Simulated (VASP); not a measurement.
Band structure of LiBr (rock salt). Calculation: PBE GGA, VASP's PBE PAW potentials (set 64) (plane waves; VASP).

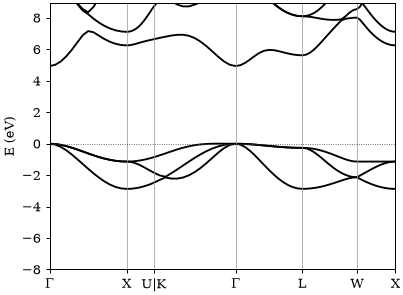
Bands along high-symmetry lines, zero at the valence-band maximum or, without a gap, the Fermi level

Q: Read the plot: is there a gap, and where are the band edges?

A: The gap is indirect, 4.94 eV, from the valence maximum at K-Γ at 0.79 to the conduction minimum at Γ. (Edges off the drawn lines would not show.)

Measured: gap 7.60 eV (computed value off by -2.66 eV), as given by Abedi et al., (2022), arXiv:2211.14644.

The compound is LiBr in the rock salt structure. It was relaxed first.
